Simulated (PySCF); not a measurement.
Vertical excitations of a molecule C₆H₆S₂ from TDA-PBE/def2-SVPD in PySCF, as energy in eV (oscillator strength): 3.89 (0.012), 4.12 (0.000), 4.48 (0.005), 4.61 (0.532), 4.95 (0.002), 5.09 (0.000). Lowest triplet (TDA): 3.29 eV. Coordinates come from a PBE0-D3(BJ)/def2-SVP optimisation. One conformer was computed; it need not be the lowest.

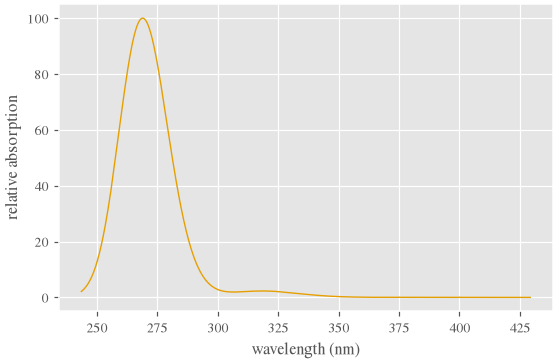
Fig. 1. The lines broadened by 0.4 eV.

Q: Which molecule gave these data?
(A) Sc1ccc(S)cc1
(B) C=Cc1ccc(S)s1
(C) Sc1cccc(S)c1
(D) C=Cc1cscc1S

A: A, Sc1ccc(S)cc1
